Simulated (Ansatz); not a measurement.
```json
{"atom": "O", "x (Å)": "-0.6314", "y (Å)": "1.0133", "z (Å)": "-1.2886"}
{"atom": "C", "x (Å)": "0.4414", "y (Å)": "0.9214", "z (Å)": "-0.5304"}
{"atom": "C", "x (Å)": "0.5905", "y (Å)": "-0.0720", "z (Å)": "0.4375"}
{"atom": "Si", "x (Å)": "-0.5754", "y (Å)": "-1.3627", "z (Å)": "0.8370"}
{"atom": "H", "x (Å)": "-0.5779", "y (Å)": "1.7659", "z (Å)": "-1.9166"}
{"atom": "H", "x (Å)": "1.2421", "y (Å)": "1.6717", "z (Å)": "-0.6848"}
{"atom": "H", "x (Å)": "1.5343", "y (Å)": "-0.0435", "z (Å)": "1.0082"}
{"atom": "H", "x (Å)": "-0.2232", "y (Å)": "-2.3316", "z (Å)": "1.9107"}
{"atom": "H", "x (Å)": "-1.8837", "y (Å)": "-1.5082", "z (Å)": "0.1399"}
```

Computed with RKS revPBE/def2-SVP in Ansatz.

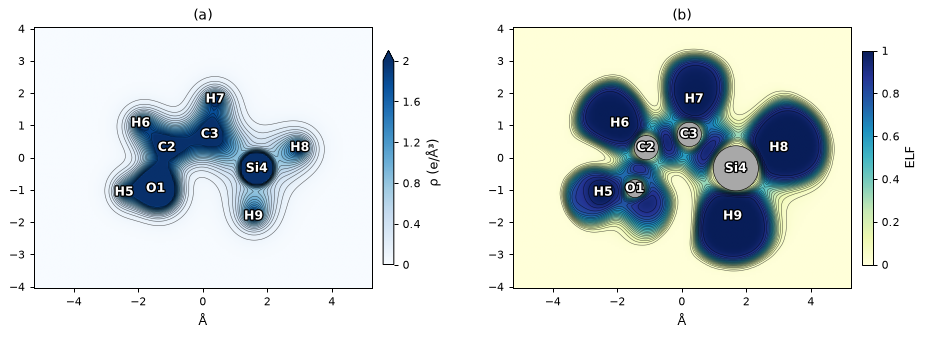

C$_{2}$H$_{5}$OSi (charge +1). (a) total electron density; (b) electron localisation function on the molecular plane. Grey discs cover the atomic cores in the ELF map.

**Describe what can be read from this map.**

The plane passes through O, C, Si and H nuclei.
C–O (1.32 Å): ρ at the midpoint is about 2.6 e/Å³; the ELF peaks at about 0.90 between the atoms; a polar covalent bond.
C–C (1.39 Å): the density is about 2 e/Å³ at the midpoint; the ELF peaks at about 0.95 between the atoms, as expected for localised, covalent bonding.
C–Si (1.78 Å): the density is about 1 e/Å³ at the midpoint; the ELF peaks at about 0.95 between the atoms; a covalent bond.
O–H (0.98 Å): ρ at the midpoint is about 3.6 e/Å³; the ELF climbs to about 1 towards the hydrogen, as it does in any bond to H; an ordinary covalent bond to hydrogen.
C–H (1.10 Å): ρ is about 1.9 e/Å³ halfway; the ELF climbs to about 1 towards the hydrogen; an ordinary covalent bond to hydrogen.
The ELF also peaks beside O1, away from the bonds: lone-pair regions.
